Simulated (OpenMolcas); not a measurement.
How methods differ on GaH3 (SMILES [GaH3])

GaH3 has 4 atoms, charge 0, and is taken as a singlet. As SMILES, `[GaH3]`. Geometry: relaxed at PBE0-D4/def2-TZVP.

Quantity: the electronic atomisation energy, in eV. The values are calculated. Electronic energies at fixed atoms, without zero-point motion or spin-orbit coupling.

```csv
level,kind,program,value (eV),CPU time (all runs)
BLYP/def2-TZVPPD,GGA,OpenMolcas,8.26,51 s
PBE/def2-TZVPPD,GGA,OpenMolcas,8.24,45 s
revPBE/def2-TZVPPD,GGA,OpenMolcas,8.10,42 s
M06-L/def2-TZVPPD,meta-GGA,OpenMolcas,8.51,63 s
TPSS/def2-TZVPPD,meta-GGA,OpenMolcas,8.87,56 s
r2SCAN/def2-TZVPPD,meta-GGA,OpenMolcas,8.60,70 s
BHLYP/def2-TZVPPD,global hybrid,OpenMolcas,8.48,41 s
PBE0/def2-TZVPPD,global hybrid,OpenMolcas,8.33,40 s
```

All-electron rows without a relativistic Hamiltonian named are non-relativistic. The values span 8.10 to 8.87 eV. CPU times are rough (shared hosts, several kinds of processor): they show what a rung costs within a factor of a few.

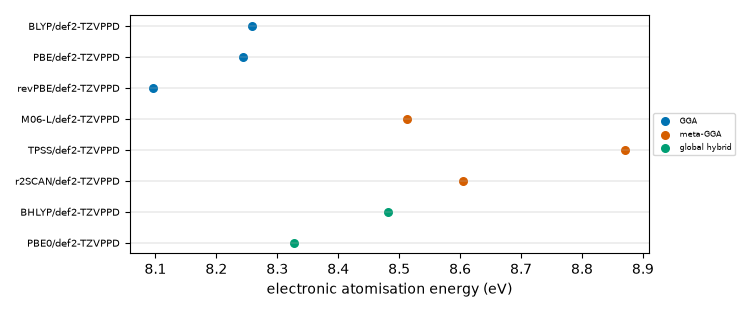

The values of the table, level by level.
